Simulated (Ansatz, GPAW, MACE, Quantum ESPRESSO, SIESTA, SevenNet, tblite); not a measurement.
# Glassy 80SiO2-20Li2O (mol %) (75 atoms): one structure in several programs

Wanted: errors and costs of other methods on glassy 80SiO2-20Li2O (mol %) (75 atoms). A plane-wave run serves as the reference.

Main program and level: Ansatz 0.2.0; Kohn-Sham DFT, PBE, PAW, plane waves.

## Step 1: The structure

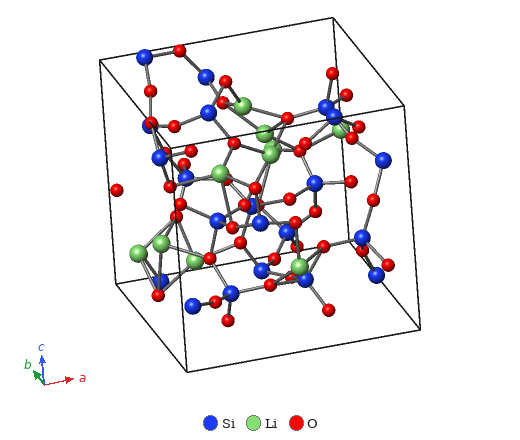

The cell as given, from a free direction (silicon blue, lithium green, oxygen red). Bonds to atoms that aren't drawn are left out. Some periodic images of atoms are drawn too.

The cell holds 75 atoms: 20 Si, 10 Li and 45 O. Cell: a = 9.737 Å, b = 9.737 Å, c = 9.737 Å, α = 90.0°, β = 90.0°, γ = 90.0°. 75 atoms (20 Si, 10 Li, 45 O) placed at random at 2.26 g/cm³, melted at 4000 K for 10 ps at fixed volume with the Morse and Coulomb pair potential with partial charges (Pedone, Malavasi, Menziani, Cormack and Segre, J. Phys. Chem. B 110, 11780 (2006)). Quenched from 1800 K to 300 K at 20 K/ps and fixed volume, held 10 ps at zero pressure. Then every atom was moved at random, 0.02 Å r.m.s. a Cartesian component.

## Step 2: Plane-wave reference

The PAW files are the set soft_2.

Input file input.yaml:

```yaml
crystal:
  lattice:
    - [9.73665, 0.0, 0.0]
    - [0.0, 9.73665, 0.0]
    - [0.0, 0.0, 9.73665]
  atoms:
    - { symbol: Si, position: [0.99579, 0.36763, 0.61173] }
    - { symbol: Si, position: [0.95708, 0.45855, 0.07087] }
    - { symbol: Si, position: [0.51183, 0.59902, 0.12015] }
    - { symbol: Si, position: [0.72419, 0.08424, 0.96941] }
    [... 65 atom lines left out ...]
    - { symbol: O, position: [0.29582, 0.21377, 0.50519] }
    - { symbol: O, position: [0.84311, 0.15137, 0.87569] }
    - { symbol: O, position: [0.03148, 0.99361, 0.41507] }
    - { symbol: O, position: [0.89264, 0.45028, 0.69857] }
    - { symbol: O, position: [0.46231, 0.83079, 0.78805] }
    - { symbol: O, position: [0.94796, 0.68891, 0.78571] }
kpoints:
  mp_grid: { grid: [1, 1, 1] }
hamiltonian:
  xc: pbe
scf:
  occupations: { method: fermi_dirac, width: 0.05 }
output:
  forces: true
  eigenvalues: true
  populations: true
  stress: true
```

Command:

```bash
$ ansatz run input.yaml --threads 4 --pin off --max-ram 8192MiB --backend cpu --events-out ev --progress --plain --runs-dir out
```

Output:

```text
[...]
Pseudopotentials: kind: paw
Pseudopotential: Si, paw, valence charge 4, recommended cutoff 420 eV (normal), Si.paw.azcp
Pseudopotential: Li, paw, valence charge 3, recommended cutoff 420 eV (normal), Li.paw.azcp
Pseudopotential: O, paw, valence charge 6, recommended cutoff 420 eV (normal), O.paw.azcp
[... 5 lines on functional and potentials left out ...]
Crystal: 75 atoms, lattice volume = 923.057 Å³
Basis set: ecut = 420 eV, 17941 PW (Γ), exchange–correlation on 144×144×144 points (8 copies of the dense FFT grid, shifted against one another)
Bands: 265, of which v1, the nominal top of the filled ones, is band 190 counted from 1 (189 counted from 0)
Symmetry: 1 space group operations
Space group: P1 (ITA 1), of the structure as read, at distance tolerance 9.7e-5 Å
k-points: 1
[... 7 lines on functional and potentials left out ...]
Initial density: superposition of atomic densities (neutral atoms: chi_scale 0, normalization atom), corrected by the library's trained network
Initial wavefunctions: pseudopotential atomic-orbital guess
[...]
SCF iter   1: F=—  HF=-40371.903473 eV  |F-HF|=—  |Δ(HF+E_count)|=         —  Δρ=2.34e-3  dr2=7.97e-2  ethr=1.77e-3  ⟨swp⟩=6.0  Hψ=1268  notcnv=0  defer=37
preconditioner: auto → Resta (q_TF=auto, 2.353 Å⁻¹)  ε∞=3.0  [insulator: Δε(μ)=3.513 eV  Ē_g=16.260 eV  σ=0.050 eV  W_gap=1.00  n_scr=202 (ndim 8)  ℏωp=23.2 eV  f_vac=0.133  D(μ)=0.00/eV (n_scr^D=0)  ε∞_Penn≈3.0]
[...]
SCF iter   8: F=—  HF=-40371.896845 eV  |F-HF|=—  |Δ(HF+E_count)|=   5.29e-7  Δρ=5.23e-6  dr2=2.27e-7  ethr=3.07e-10  ⟨swp⟩=2.0  Hψ=345  notcnv=0  defer=71
SCF iter   9: F=-40371.896845 eV  HF=-40371.896845 eV  |F-HF|=1.39e-8  |Δ(HF+E_count)|=   5.45e-8  Δρ=1.46e-6  dr2=2.04e-8  ethr=2.63e-11  ⟨swp⟩=16.0  Hψ=1543  notcnv=0
SCF 1 converged in 9 iterations: F = -40371.896845 eV  dr2 = 2.04e-8
[...]
SCF converged after 9 iterations
Free energy (F): -40371.896845 eV
Harris-Foulkes:  -40371.896845 eV  (|F-HF|=1.39e-8)
Internal energy: -40371.896845 eV  (E = F + TS)
E sigma→0 (E₀):  -40371.896845 eV
Fermi energy:    5.738112 eV
--- Per-component energies (eV) ---
[...]
Σ components = -40371.896845   (vs F -40371.896845, Δ=0.00e0)
--- Forces (eV/Å), atoms counted from 1 ---
  atom   1  Si     0.16030099    -2.01949486    -1.05640501
  atom   2  Si    -3.15338220    -4.65428056    -1.17938257
  atom   3  Si     2.78338505    -1.75474683    -1.70361408
  atom   4  Si    -1.04293502    -0.59275280     0.06154626
[...]
atom  75  O     -0.66253971     0.85752498    -0.36445897
  max |Σ_I F_I| component: 6.79e-5 eV/Å
--- Stress (GPa, compression-positive) ---
        5.929952       0.096354       1.097841
        0.096351       8.209789       1.748854
        1.097845       1.748850       6.121544
  P = ⅓ Tr σ = 6.7538 GPa (67.538 kbar)
--- Band table (eV) ---
  k-point 0: bands = ["-41.2396", "-41.1395", "-41.0195", "-40.4450", [... 249 levels ...], "13.7326", "13.7566", "13.8463", "13.9095", "13.9589", "13.9907", "14.0271", "14.1216", "14.1554", "14.2374", "14.2693", "14.3009"]
--- Löwdin populations: 75 sites ---
  site symbol       q [e]
     0     Si      2.2033
     1     Si      2.2617
     2     Si      2.2283
[...]
74      O      6.7899
  spilling = 0.013018 (of n_electrons = 380.000000)
```

Wall time 16 s (4 threads of Arm Neoverse N1, shared host); peak memory 1.1 GiB.

Read from the output:

```
free energy                                      : -40371.8968 eV
free energy per atom                             : -538.2920 eV/atom
SCF cycles                                       : 9
pressure                                         : 6.754 GPa
r.m.s. force component                           : 1.532 eV/Å
longest force                                    : 8.067 eV/Å
Fermi energy                                     : 5.738 eV
gap (highest filled to lowest empty level) : 3.347 eV
spilling of the projection                       : 0.01302
```

Length of the force by element:

| element | coordination | atoms | mean length of the force (eV/Å) | spread | least | most |
| --- | --- | --- | --- | --- | --- | --- |
| Li | all | 10 | 0.691 | 0.386 | 0.159 | 1.35 |
| O | all | 45 | 2.24 | 1.45 | 0.545 | 8.07 |
| Si | all | 20 | 2.94 | 1.17 | 1.20 | 5.74 |

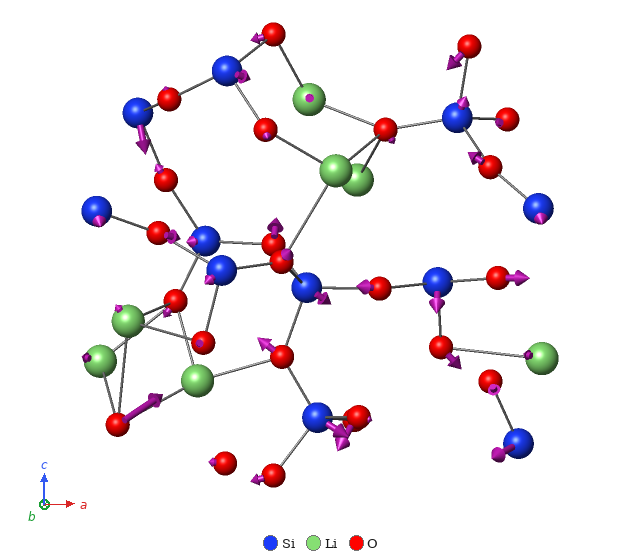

Forces as arrows; the longest in the cell is 8.07 eV/Å. Drawn is a slice 4 Å thick, seen along the normal of the ac plane. Bonds to atoms that aren't drawn are left out.

Löwdin charges by element (they lack the spilled electrons, 0.066 e an atom on average):

| element | coordination | atoms | mean charge (e) | spread | least | most |
| --- | --- | --- | --- | --- | --- | --- |
| Li | all | 10 | 0.802 | 0.0159 | 0.776 | 0.833 |
| O | all | 45 | -0.844 | 0.0835 | -1.04 | -0.771 |
| Si | all | 20 | 1.74 | 0.0372 | 1.66 | 1.81 |

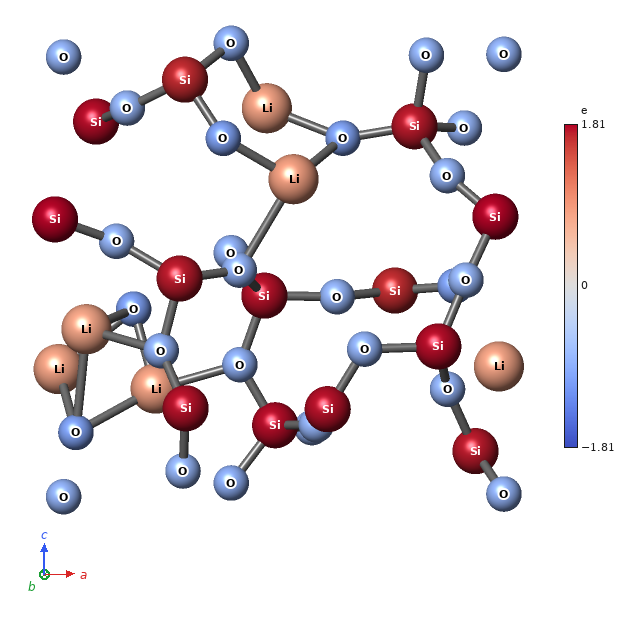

Atoms coloured by Löwdin charge. Drawn is a slice 5 Å thick, seen along the normal of the ac plane. Bonds to atoms that aren't drawn are left out.

The levels nearest the highest filled one (over half full), pooled over k-points and spins:

| level less the highest filled one (eV) | occupation |
| --- | --- |
| -0.684 | 2 |
| -0.576 | 2 |
| -0.523 | 2 |
| -0.327 | 2 |
| -0.113 | 2 |
| 0 | 2 |
| 3.35 | 0 |
| 4.79 | 0 |
| 4.88 | 0 |
| 4.97 | 0 |
| 5.27 | 0 |
| 5.43 | 0 |

## Step 3: Local order

Density 2.43 g/cm³, 12.31 Å³ an atom.

Pair distribution functions g(r), in bins of 0.2 Å:

| r (Å) | total | O-O | O-Si | O-Li | Si-Si | Si-Li | Li-Li |
| --- | --- | --- | --- | --- | --- | --- | --- |
| 1.40 | 0.06 | 0.00 | 0.19 | 0.00 | 0.00 | 0.00 | 0.00 |
| 1.60 | 3.87 | 0.00 | 12.12 | 0.00 | 0.00 | 0.00 | 0.00 |
| 1.80 | 0.32 | 0.00 | 0.27 | 1.42 | 0.00 | 0.00 | 0.00 |
| 2.00 | 0.49 | 0.00 | 0.00 | 3.08 | 0.00 | 0.00 | 0.00 |
| 2.20 | 0.25 | 0.00 | 0.00 | 1.20 | 0.00 | 0.00 | 3.04 |
| 2.40 | 0.52 | 0.72 | 0.00 | 1.18 | 0.00 | 0.00 | 3.86 |
| 2.60 | 1.67 | 4.25 | 0.00 | 0.48 | 0.00 | 0.56 | 1.15 |
| 2.80 | 0.87 | 1.56 | 0.00 | 0.61 | 0.45 | 2.31 | 0.89 |
| 3.00 | 0.61 | 0.60 | 0.18 | 0.36 | 2.83 | 0.81 | 0.86 |
| 3.20 | 1.10 | 1.06 | 0.52 | 0.73 | 3.13 | 3.04 | 0.00 |
| 3.40 | 0.99 | 0.85 | 1.13 | 0.99 | 0.32 | 1.60 | 1.92 |
| 3.60 | 1.18 | 1.05 | 1.63 | 1.00 | 0.14 | 1.44 | 0.55 |
| 3.80 | 0.94 | 0.50 | 1.60 | 1.01 | 0.99 | 0.25 | 0.00 |
| 4.00 | 1.06 | 0.66 | 1.57 | 1.33 | 0.68 | 0.69 | 0.45 |
| 4.20 | 1.19 | 0.58 | 1.85 | 1.52 | 1.45 | 0.64 | 0.00 |
| 4.40 | 1.12 | 0.76 | 1.38 | 1.56 | 1.04 | 0.94 | 0.77 |
| 4.60 | 0.96 | 1.15 | 0.64 | 1.32 | 0.94 | 0.78 | 0.67 |
| 4.80 | 0.99 | 1.32 | 0.64 | 0.82 | 1.19 | 1.27 | 0.31 |

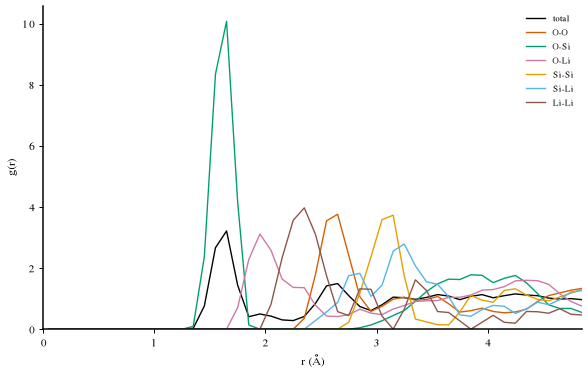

Pair distribution functions, lightly smoothed.

## Step 4: The other programs

The programs:
- GPAW 26.7.0: PAW with atomic orbitals (LCAO), plane waves or a real-space grid of spacing h.
- MACE: machine-learned potential, published weights.
- Quantum ESPRESSO 7.5: plane waves; labels (QE) give functional, pseudopotential set and cutoffs of waves/density.
- SIESTA 5.4.2: numerical atomic orbitals, whose automatically made sets are far from complete, with PseudoDojo norm-conserving potentials that we converted to its format (checked against plane waves on the same files for H, C, O, Si, Ge and Ca alone); labels give functional, basis size, energy shift and mesh cutoff.
- SevenNet: machine-learned potential, published weights.
- tblite 0.8.0: extended tight binding, driven from Python.

All use the same cell and atoms; the electronic-structure runs use the same k-mesh, and an electronic temperature of 580 K (0.05 eV) where levels are smeared.

Differences are against the plane-wave reference, forces as r.m.s. over components; share is that over the reference's r.m.s. force, slope the least-squares factor from reference forces to these. Total energies of different programs have different zeros and aren't compared.

| run | Δ force, r.m.s. (meV/Å) | share (%) | slope | Δ pressure (GPa) | Δ gap (eV) | cores | CPU time | memory (GiB) |
| --- | --- | --- | --- | --- | --- | --- | --- | --- |
| reference | - | - | - | - | - | 4 | 61 s | 1.1 |
| GPAW PBE, LCAO dzp, h 0.18 Å | 351 | 22.9 | 1.159 | - | -0.153 | 1 | 3.7 min | 1.4 |
| GPAW PBE, LCAO dzp, h 0.18 Å, other mixer settings | 351 | 22.9 | 1.159 | - | -0.153 | 2 | 5.2 min | 1.5 |
| GPAW PBE, LCAO dzp, h 0.22 Å (coarse) | 401 | 26.1 | 1.166 | - | -0.161 | 1 | 2.2 min | 0.76 |
| GPAW PBE, LCAO sz(dzp), h 0.18 Å (coarse) | 979 | 63.9 | 1.371 | - | -1.27 | 1 | 69 s | 1.1 |
| MACE MP-0b2 small potential | 105 | 6.82 | 0.976 | 0.395 | - | 1 | 11 s | 0.67 |
| MACE MPA-0 medium potential | 80.4 | 5.25 | 1.006 | 0.37 | - | 1 | 13 s | 1.0 |
| QE PBE+D3(BJ), sssp-1.3.0-efficiency, 60/480 Ry | 42.8 | 2.80 | 1.021 | -1.84 | 0.0121 | 2 | 12 min | 2.8 |
| QE PBE, sssp-1.3.0-efficiency, 60/480 Ry | 41.6 | 2.72 | 1.021 | 0.245 | 0.0121 | 2 | 11 min | 2.7 |
| QE PBE, sssp-1.3.0-efficiency, 60/480 Ry, rmm-davidson | 41.7 | 2.72 | 1.021 | 0.265 | 0.0121 | 4 | 11 min | 2.8 |
| SIESTA PBE, DZP, shift 0.01 Ry, mesh 500 Ry | 440 | 28.7 | 1.179 | 4.30 | -0.133 | 2 | 11 min | 2.2 |
| SIESTA PBE, SZ, shift 0.01 Ry, mesh 500 Ry (coarse) | 1062 | 69.3 | 1.435 | 19.2 | -1.35 | 1 | 3 min | 0.91 |
| SIESTA PBE, SZP, shift 0.01 Ry, mesh 500 Ry (coarse) | 716 | 46.7 | 1.332 | 9.34 | -0.180 | 2 | 8.7 min | 2 |
| SevenNet l3i5 potential | 55.4 | 3.62 | 1.000 | 0.164 | - | 1 | 16 s | 1.4 |
| tblite GFN1-xTB | 551 | 35.9 | 0.823 | 6.34 | - | 1 | 7.1 s | 0.11 |

Rows marked coarse were listed beforehand as settings not expected to be converged; some can still land near the reference.

Times of the machine-learned potentials are mostly Python's start and the loading of weights.

CPU time is summed over cores on a shared host, where runs went side by side, so it is rough. Symmetry, cutoffs, thresholds, outputs and thread counts weren't matched or tuned between programs; memory under MPI is the largest rank's times the ranks.

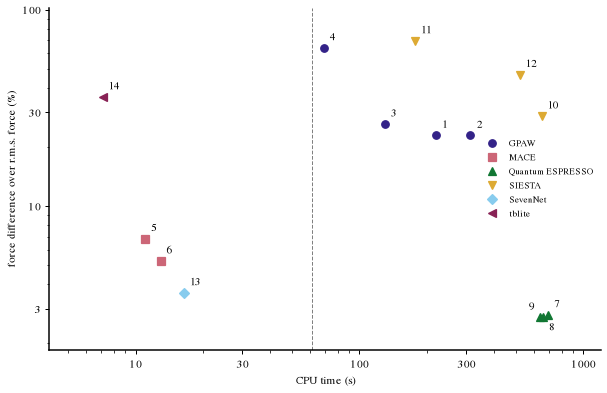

Force difference against CPU time; the dashed line marks the reference's time. Points: 1 GPAW PBE, LCAO dzp, h 0.18 Å; 2 GPAW PBE, LCAO dzp, h 0.18 Å, other mixer settings; 3 GPAW PBE, LCAO dzp, h 0.22 Å; 4 GPAW PBE, LCAO sz(dzp), h 0.18 Å; 5 MACE MP-0b2 small potential; 6 MACE MPA-0 medium potential; 7 QE PBE+D3(BJ), sssp-1.3.0-efficiency, 60/480 Ry; 8 QE PBE, sssp-1.3.0-efficiency, 60/480 Ry; 9 QE PBE, sssp-1.3.0-efficiency, 60/480 Ry, rmm-davidson; 10 SIESTA PBE, DZP, shift 0.01 Ry, mesh 500 Ry; 11 SIESTA PBE, SZ, shift 0.01 Ry, mesh 500 Ry; 12 SIESTA PBE, SZP, shift 0.01 Ry, mesh 500 Ry; 13 SevenNet l3i5 potential; 14 tblite GFN1-xTB.

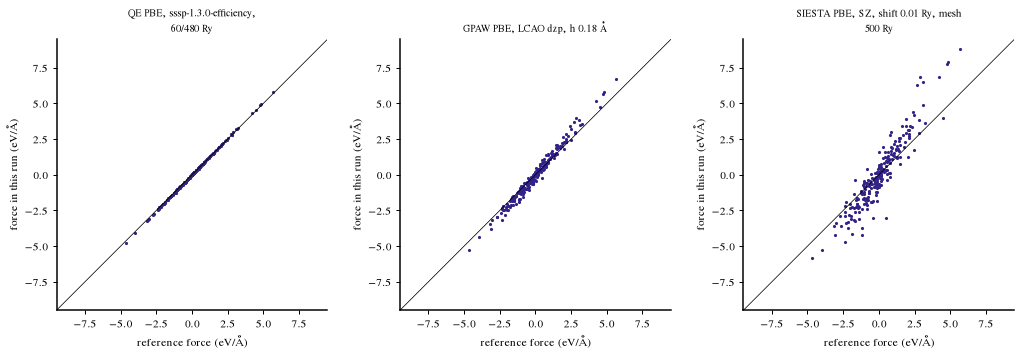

Force components against those of the reference; the line marks equality.

Mean charges by element (e), by run and scheme:

| run | scheme | Si | Li | O |
| --- | --- | --- | --- | --- |
| reference | Löwdin | +1.74 | +0.80 | -0.84 |
| SIESTA PBE, DZP, shift 0.01 Ry, mesh 500 Ry | Hirshfeld | +0.46 | +0.12 | -0.23 |
| tblite GFN1-xTB | Mulliken | +0.46 | +0.34 | -0.28 |

The reference's Löwdin charges lack the electrons that the projection spills, 0.066 e an atom on average.

Within one program, basis, potentials and functional, energies share a zero. Each run against its twin at the usual cutoff or grid and solver:

| run | twin | Δ energy (meV/atom) | Δ force, r.m.s. (meV/Å) | CPU time over the twin's |
| --- | --- | --- | --- | --- |
| GPAW PBE, LCAO dzp, h 0.18 Å, other mixer settings | LCAO dzp, h 0.18 Å | 0 | 1.59 | 1.4 (this twin ran on 1 cores) |
| GPAW PBE, LCAO dzp, h 0.22 Å | LCAO dzp, h 0.18 Å | 164 | 141 | 0.59 |
| QE PBE, sssp-1.3.0-efficiency, 60/480 Ry, rmm-davidson | sssp-1.3.0-efficiency, 60/480 Ry | 0 | 0.475 | 0.98 (this twin ran on 2 cores) |

## Step 5: Summary of results

| Quantity | Value |
| --- | --- |
| reference r.m.s. force component | 1.53 eV/Å |
| nearest in forces | a tie at 2.7 % of 2 runs: QE PBE, sssp-1.3.0-efficiency, 60/480 Ry; QE PBE, sssp-1.3.0-efficiency, 60/480 Ry, rmm-davidson |
| farthest in forces | SIESTA PBE, SZ, shift 0.01 Ry, mesh 500 Ry (coarse), 69 % |
| cheapest electronic-structure run beside the reference | tblite GFN1-xTB, 7.1 s of CPU time |

PBE on plane waves or a grid with other potentials, cutoffs or grids, coarse settings apart, differs from the reference by 2.7 % in each run of the r.m.s. force; this holds the reference's own error, so differences of a few per cent don't tell which side is nearer the exact PBE result (QE's 60 Ry are 816 eV, against the reference's 420 eV). The PBE runs in local orbitals, coarse settings apart, differ by 23 % (GPAW PBE, LCAO dzp, h 0.18 Å, other mixer settings) to 29 % (SIESTA PBE, DZP, shift 0.01 Ry, mesh 500 Ry); basis, grid and potentials can all enter. Tight binding differs by 36 % (tblite GFN1-xTB); it is another model, with fitted parameters of its own, and the xTB methods hold dispersion. Machine-learned potentials differ by 3.6 % (SevenNet l3i5 potential) to 6.8 % (MACE MP-0b2 small potential); they were trained on other programs' data. Rows with another functional or a dispersion term differ by 2.8 % (QE PBE+D3(BJ), sssp-1.3.0-efficiency, 60/480 Ry), which mixes the change of model with differences of basis and potentials. Runs with settings chosen to be coarse differ by 26 % (GPAW PBE, LCAO dzp, h 0.22 Å) to 69 % (SIESTA PBE, SZ, shift 0.01 Ry, mesh 500 Ry), their programs' other errors included. One electronic-structure run takes under half the reference's CPU time: tblite GFN1-xTB, at 36 % in 7.1 s against 61 s; its pressure misses by +6.3 GPa. SIESTA PBE, SZP, shift 0.01 Ry, mesh 500 Ry stiffens the forces by a factor of 1.33 while following their directions (correlation 0.971); the slopes of the 3 SIESTA runs lie between 1.18 and 1.44. At the same functional, gaps differ from the reference's 3.35 eV by between -1.35 and +0.01 eV. In pressure, SIESTA PBE, SZ, shift 0.01 Ry, mesh 500 Ry misses by +19.2 GPa, at the same functional. Charges hang on model, scheme and program or settings: among these rows the mean for Si runs from +0.46 to +1.74 e. In the reference: filled and empty levels are parted by 3.35 eV (at Γ alone); a semilocal functional tends to put such gaps too low. In a disordered cell it changes from sample to sample, and tail or defect levels can set it. In the reference: mean Löwdin charges: Li +0.80, O -0.84, Si +1.74 e (they miss 1.3 % of the electrons, so they add up to more than the cell's charge). Periodic xTB results under one method name differ between programs and library versions. The potentials hold different valence shells: 380 electrons in the reference, 360 in GPAW; this bears on time and differences. Machine-learned potentials mimic data converged in k, so the reference's own k-point error enters their differences. The quench rate of 20 K/ps is many orders above laboratory rates, so the cell is likely richer in defects and strain than a real sample. The network of bonds at the start is that of the classical potential that made the cell, and needn't be the one that DFT or experiment would give. The electronic-structure runs sample only Γ, in a cell whose shortest periodic width is 10 Å.

[Also dropped from logs without a mark: logging warnings of Python, and SIESTA's first energy breakdown and zero terms.]

[Logs are printed without paths, hosts, clocks, repeated set-up lines and the standing remarks that a program may print on its own settings, such as how far it seeks lower states.]

[Hosts, paths, dates, database ids (printed as entryN), source tags and the programs' standing remarks are cut or masked in the printed files.]
